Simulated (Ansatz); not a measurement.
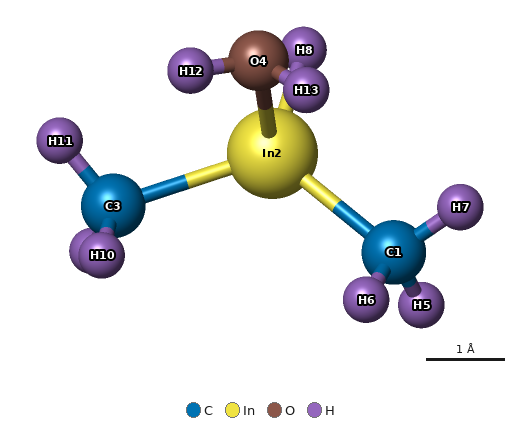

The structure as given in the input (ball-and-stick view, seen at a tilt; atoms are numbered from 1 in the order of the input). Sticks mark near contacts. Bond lengths as drawn: C–H 1.09 Å, C–In 2.17 Å, H–In 1.73 Å, H–O 0.96 Å and In–O 2.47 Å.

# C$_{2}$H$_{9}$InO: one change and its effect

System: C$_{2}$H$_{9}$InO.
Method of run 1: RKS PBE0-D4/def2-TZVPP (Ansatz 0.2.0).

The geometry comes from this level: PBE0-D4/def2-TZVP. Text and figures count atoms from 1; the logs count them from 0 in places.

Input file, run 1:
```yaml
crystal:
  periodic: [false, false, false]
  atoms:
    - {symbol: C, position_ang: [-1.120780, 1.581063, -0.489970]}
    - {symbol: In, position_ang: [-0.297864, -0.411449, -0.749018]}
    - {symbol: C, position_ang: [1.828002, -0.705436, -0.419212]}
    - {symbol: O, position_ang: [-0.805032, -0.994411, 1.595947]}
    - {symbol: H, position_ang: [-1.077814, 2.133298, -1.432075]}
    - {symbol: H, position_ang: [-0.558433, 2.153117, 0.251949]}
    - {symbol: H, position_ang: [-2.169723, 1.540949, -0.186410]}
    - {symbol: H, position_ang: [-1.229971, -1.638592, -1.544104]}
    - {symbol: H, position_ang: [2.380845, -0.541156, -1.347677]}
    - {symbol: H, position_ang: [2.218117, -0.005117, 0.323450]}
    - {symbol: H, position_ang: [2.041817, -1.725839, -0.091682]}
    - {symbol: H, position_ang: [0.012913, -1.183716, 2.065753]}
    - {symbol: H, position_ang: [-1.201776, -0.237612, 2.038046]}
basis:
  gaussian: {orbitals: def2-TZVPP}
hamiltonian: {xc: pbe0, dispersion: d4}
output: {orbitals: {seedname: orbitals}}
```

Hardware: 4 CPU threads, shared host.

Output (run 1):
```
Functional definition: PBE0
  parameter a = 0.25
  parameter kappa = 0.804
  parameter beta = 0.06672455060314922
  exchange = (1 - a)*pbe_x(kappa = kappa, mu = beta*pi^2/3) + a*exact_x
  correlation = pbe_c(beta = beta)
1523 factors; their error is unknown
mean field evaluation 1: about -9423.0005 eV, gradient 8.6e1 eV
mean field evaluation 2: about -9411.9837 eV, gradient 1.1e2 eV
mean field evaluation 4: about -9438.3480 eV, gradient 5.0e0 eV
mean field evaluation 8: about -9438.4020 eV, gradient 3.5e-2 eV
mean field evaluation 16: about -9438.4436 eV, gradient 2.3e-5 eV
mean field -9438.44358139 eV, -346.8564040091 hartree, gradient 2.3e-5 eV, S^2 0.000000; 0 other end points of the search recorded, 0 dependent functions left out
reference -9438.44362282 eV, -346.8564055318 hartree; 25, 25 occupied and 244, 244 virtual orbitals, 1523 factors
Total energy: -9438.62629790 eV, -346.8631187173 hartree
```

For run 2 the input was changed thus:
```diff
-  gaussian: {orbitals: def2-TZVPP}
+  gaussian: {orbitals: "def2-QZVPP.json"}
```

How does run 2 compare with run 1?

The total energy of run 2 is 7.1 kcal/mol lower, which measures the change of basis and not a stability. The LUMO goes from −0.47 to −0.65 eV. The basis functions go from 269 to 523.

Output (run 2):
```
Functional definition: PBE0
  parameter a = 0.25
  parameter kappa = 0.804
  parameter beta = 0.06672455060314922
  exchange = (1 - a)*pbe_x(kappa = kappa, mu = beta*pi^2/3) + a*exact_x
  correlation = pbe_c(beta = beta)
1598 factors; their error is unknown
mean field evaluation 1: about -9422.0444 eV, gradient 9.0e1 eV
mean field evaluation 2: about -9409.3746 eV, gradient 1.1e2 eV
mean field evaluation 4: about -9438.6375 eV, gradient 5.9e0 eV
mean field evaluation 8: about -9438.7058 eV, gradient 4.7e-2 eV
mean field evaluation 16: about -9438.7505 eV, gradient 3.4e-5 eV
mean field -9438.75049864 eV, -346.8676830102 hartree, gradient 3.4e-5 eV, S^2 0.000000; 0 other end points of the search recorded, 0 dependent functions left out
reference -9438.75054408 eV, -346.8676846799 hartree; 25, 25 occupied and 498, 498 virtual orbitals, 1598 factors
Total energy: -9438.93321916 eV, -346.8743978654 hartree
```

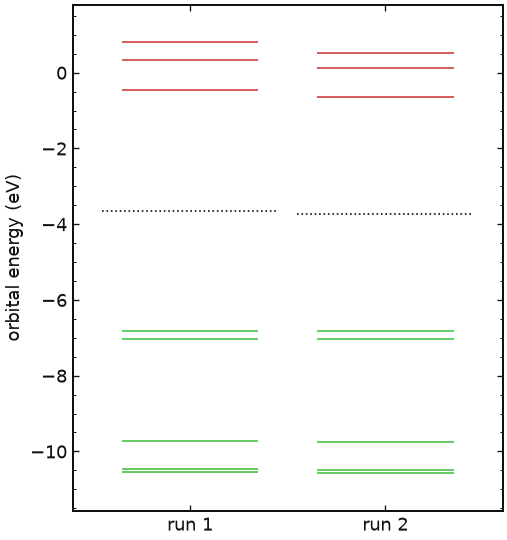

The five highest filled and three lowest empty orbital energies of the two runs; the dotted lines part filled from empty levels. The HOMO–LUMO gap is 6.34 eV in run 1 and 6.18 eV in run 2.

The two runs side by side:

```tsv
quantity	run 1	run 2
outcome	converged	converged
total energy (hartree)	−346.863119	−346.874398
HOMO (eV)	−6.81	−6.83
LUMO (eV)	−0.47	−0.65
basis functions	269	523
wall time (shared host)	1.4 s	3.7 s
```
